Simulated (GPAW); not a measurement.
Sr2MoO4 (I4/mmm) has these O sites:
A. atom 4: 1 Mo at 2.12 Å (terminal, site symmetry 4mm), then 1 Sr at 2.44 Å and 4 Sr at 2.76 Å
B. atom 6: 2 Mo at 1.95 Å (linear, site symmetry mmm), then 4 Sr at 2.74 Å and 4 O at 2.75 Å

Their O K edges were computed (GPAW, LDA, excited-electron core hole (neutral cell), 28-atom cell with 7.0 Å between holes, 3×3×3 k points, dipole transitions, Gaussian full width 0.9 eV up to 4 eV, rising linearly to 3.5 eV at 25 eV) and are given in random order.

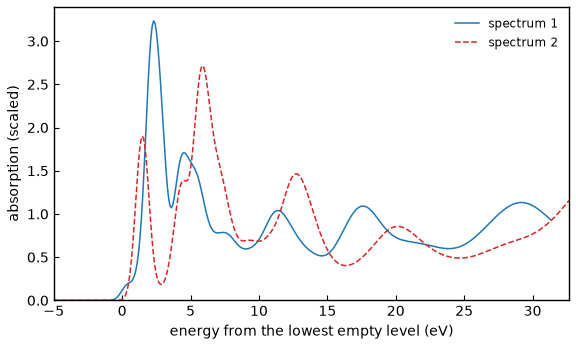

On one photon-energy scale, from the lowest onset; each scaled to a mean of 1 over its first 20 eV.

Q: Which spectrum belongs to which site?

Spectrum 1 is A (onset at +0.00 eV, maxima 2.3 eV (3.23), 4.5 eV (1.71) and 17.6 eV (1.09) above its own zero). Spectrum 2 is B (onset at +0.97 eV, maxima 0.5 eV (1.90), 4.9 eV (2.72) and 11.8 eV (1.46) above its own zero).

[Hosts, paths, dates, database ids (printed as entryN), source tags and the programs' standing remarks are cut or masked in the printed files.]

[Lists of maxima count a maximum above −3 eV only where it reaches 4 % of the highest in the window and stands out from its surroundings by 2 % of it (1.5 % where it reaches 55 %); shoulders and weaker maxima are passed over, and of the rest the first, up to two pre-edge ones and the few strongest are named.]
